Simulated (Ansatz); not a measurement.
**C2H4F2 (1,1-difluoroethane) at wB97M-V/6-311+G(d,p)**

What is the vertical ionisation energy of C2H4F2 (1,1-difluoroethane) at wB97M-V/6-311+G**? 

The calculation is run with Ansatz 0.2.0.

55 further runs of the same task are left out: 55 set aside as unsound or not needed.

**1. The molecule**

C2H4F2 has 8 atoms, charge 0, and is taken as a singlet. SMILES: `CC(F)F`. The shape is that of a PBE0-D4/def2-TZVP optimisation.

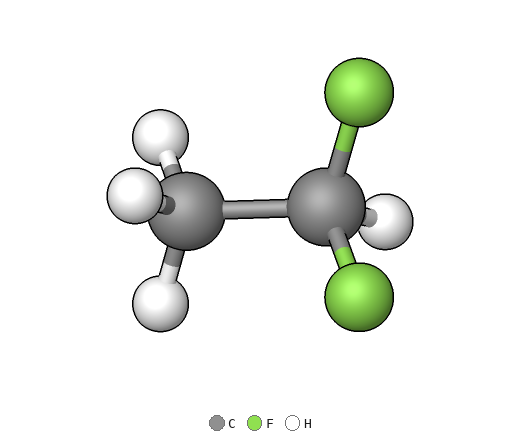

The structure, seen from a chosen angle (carbon grey, fluorine green, hydrogen white).

**2. A single-point energy at wB97M-V/6-311+G(d,p)**

Input file molecule.yaml:

```yaml
crystal:
  periodic: [false, false, false]
  atoms:
    - {symbol: C, position_ang: [0.003300, 0.777600, 0.023300]}
    - {symbol: C, position_ang: [-0.052000, -0.718200, -0.008200]}
    - {symbol: F, position_ang: [0.925500, -1.243400, 0.779100]}
    - {symbol: F, position_ang: [0.168200, -1.172100, -1.271900]}
    - {symbol: H, position_ang: [0.981400, 1.111900, -0.325400]}
    - {symbol: H, position_ang: [-0.157200, 1.132800, 1.041800]}
    - {symbol: H, position_ang: [-0.771000, 1.190600, -0.624000]}
    - {symbol: H, position_ang: [-1.006100, -1.136400, 0.329500]}
basis:
  gaussian:
    orbitals: 6-311+G_st__st_.json
hamiltonian:
  xc: {name: wB97M-V}
accuracy: high
output: {orbitals: {seedname: orbitals}}
```

The basis set 6-311+G** is read from a file made from the Basis Set Exchange's data (not shown).

Started as:

```bash
$ ansatz run molecule.yaml --threads 1 --pin off --max-ram 3480MiB --events-out events.jsonl --progress --plain --runs-dir runs
```

The log of the run:

```text
Warning: RAYON_NUM_THREADS=1 ignored (pool sized by the plan → 1); use --threads N
Functional definition: wB97M-V
  name "wB97M-V"
  parameter omega = 0.3/bohr
  parameter cx = 0.15
  parameter cx01 = 1.007
  parameter cx10 = 0.259
  parameter css00 = 0.443
  parameter css04 = -1.437
  parameter css10 = -4.535
  parameter css20 = -3.390
  parameter css43 = 4.278
  parameter cos00 = 1.000
  parameter cos10 = 1.358
  parameter cos20 = 2.924
  parameter cos21 = -8.812
  parameter cos60 = -1.390
  parameter cos61 = 9.142
  parameter b = 6.0
  parameter c = 0.01
  gx(w, u) = 1 - cx + cx01*u + cx10*w
  gss(w, u) = css00 + css04*u^4 + css10*w + css20*w^2 + css43*w^4*u^3
  gos(w, u) = cos00 + cos10*w + (cos20 + cos21*u)*w^2 + (cos60 + cos61*u)*w^6
  exchange = spin_sum(e_x_unif_sr(omega)*gx(b97_w, b97_u_x)) + cx*exact_x_sr(omega) + exact_x_lr(omega)
  correlation = spin_sum(e_c_pw_mod_same_spin*gss(b97_w, b97_u_same))
      + integral(e_c_pw_mod_opposite_spin*gos(b97_w_opposite, b97_u_opposite)) + vv10(b, c)
2216 factors; integrals over basis functions are off by at most 3.7e-9 eV
375 factors; integrals over basis functions are off by at most 2.4e-9 eV
mean field evaluation 1: about -7569.7829 eV, gradient 4.2e1 eV
mean field evaluation 2: about -7571.1514 eV, gradient 3.5e1 eV
mean field evaluation 4: about -7572.9551 eV, gradient 1.6e0 eV
mean field evaluation 8: about -7573.0558 eV, gradient 8.3e-2 eV
mean field evaluation 16: about -7573.0558 eV, gradient 3.0e-5 eV
mean field -7573.05582571 eV, -278.3046683932 hartree, gradient 7.2e-8 eV, S^2 0.000000; 0 other end points of the search recorded, 0 dependent functions left out
reference -7573.05583305 eV, -278.3046686628 hartree; 17, 17 occupied and 95, 95 virtual orbitals, 2216 factors
Total energy: -7573.05583305 eV, -278.3046686628 hartree
```

Run time: 74 s. Hardware: 1 thread of Arm Neoverse V1, shared host; peak memory 0.62 GiB.

**3. The doublet cation, same level**

Input file run.yaml:

```yaml
crystal:
  periodic: [false, false, false]
  atoms:
    - symbol: C
      position_ang: [0.003300, 0.777600, 0.023300]
    - symbol: C
      position_ang: [-0.052000, -0.718200, -0.008200]
    - symbol: F
      position_ang: [0.925500, -1.243400, 0.779100]
    - symbol: F
      position_ang: [0.168200, -1.172100, -1.271900]
    - symbol: H
      position_ang: [0.981400, 1.111900, -0.325400]
    - symbol: H
      position_ang: [-0.157200, 1.132800, 1.041800]
    - symbol: H
      position_ang: [-0.771000, 1.190600, -0.624000]
    - symbol: H
      position_ang: [-1.006100, -1.136400, 0.329500]
basis:
  gaussian:
    orbitals: 6-311+G_st__st_.json
total_charge: 1
magnetization:
  spin_polarized: true
  initial_magnetization: 1
hamiltonian:
  xc: {name: wB97M-V}
accuracy: high
output:
  orbitals: {seedname: orbitals}
```

The basis set 6-311+G** is read from a file made from the Basis Set Exchange's data (not shown).

Started as:

```bash
$ ansatz run run.yaml --threads 1 --pin off --max-ram 3480MiB --events-out events.jsonl --progress --plain --runs-dir runs
```

The log of the run, shortened:

```text
Warning: RAYON_NUM_THREADS=1 ignored (pool sized by the plan → 1); use --threads N
[... 2 set-up lines as earlier in the session ...]
[...]
  gx(w, u) = 1 - cx + cx01*u + cx10*w
  gss(w, u) = css00 + css04*u^4 + css10*w + css20*w^2 + css43*w^4*u^3
  gos(w, u) = cos00 + cos10*w + (cos20 + cos21*u)*w^2 + (cos60 + cos61*u)*w^6
[...]
      + integral(e_c_pw_mod_opposite_spin*gos(b97_w_opposite, b97_u_opposite)) + vv10(b, c)
2216 factors; integrals over basis functions are off by at most 3.7e-9 eV
375 factors; integrals over basis functions are off by at most 2.4e-9 eV
[...]
mean field -7560.49400983 eV, -277.8430301745 hartree, gradient 9.4e-8 eV, S^2 0.752724; 4 other end points of the search recorded, 0 dependent functions left out
reference -7560.49401784 eV, -277.8430304687 hartree; 17, 16 occupied and 95, 96 virtual orbitals, 2216 factors
Total energy: -7560.49401784 eV, -277.8430304687 hartree
```

It took 2.7 min on 1 thread of Arm Neoverse V1, shared host; peak memory 1 GiB.

**4. Results**

Level: wB97M-V/6-311+G**.

```
                                          quantity          value
                      singlet C2H4F2: total energy  -278.30467 Eh
                       singlet C2H4F2: HOMO energy      -12.22 eV
                       singlet C2H4F2: LUMO energy        1.08 eV
                     singlet C2H4F2: HOMO–LUMO gap       13.30 eV
                      doublet cation: total energy  -277.84303 Eh
doublet cation: HOMO energy (highest over α and β)      -20.68 eV
 doublet cation: LUMO energy (lowest over α and β)      -12.93 eV
                              doublet cation: ⟨S²⟩          0.753
vertical ionisation energy (to the doublet cation)      12.562 eV
```

What this shows: The vertical ionisation energy comes to 12.56 eV (290 kcal/mol). −ε(HOMO) before ionisation, 12.22 eV, is 0.34 eV below this ionisation energy.
